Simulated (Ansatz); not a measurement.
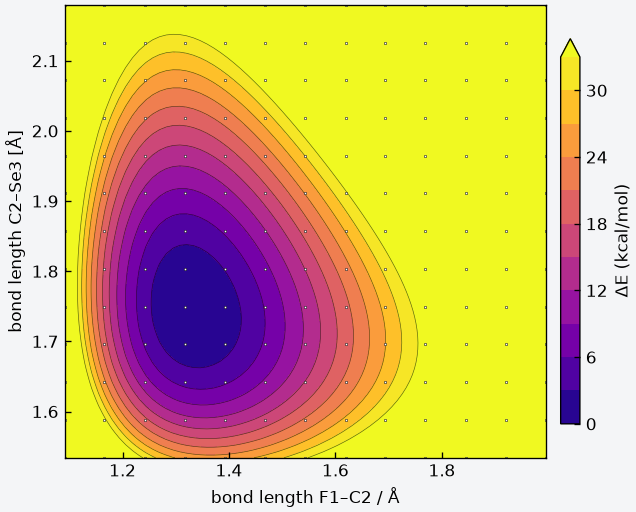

CHFSe, SMILES FC=[Se]. 
- First axis: bond length F1–C2. Second axis: bond length C2–Se3.
- Nothing is relaxed (all other coordinates rigid).
- Grid: 13 × 13 points.
- Points are written as (first, second).
- Energies are in kcal/mol, from the relaxed molecule at the same level.
- The reference is spin-restricted, which grows unreliable where a bond is stretched far.
- All numbers below come from RKS B3LYP-D4/def2-TZVP (Ansatz 0.2.0).

In the figure: filled contours, dots at the grid points, one colour for all values above the top of the scale. Between grid points the surface is interpolated.

**Estimate the position of the minimum and the force constants in these coordinates.**

The interpolated minimum is at bond length F1–C2 ≈ 1.331 Å, bond length C2–Se3 ≈ 1.744 Å. The curvatures there are about 38 eV/Å² and 35 eV/Å², with a cross term of about 4.9 eV/Å². Round the minimum the two coordinates are weakly coupled (coupling 0.13 in units of the two stiffnesses). (1 eV is 23.1 kcal/mol.)
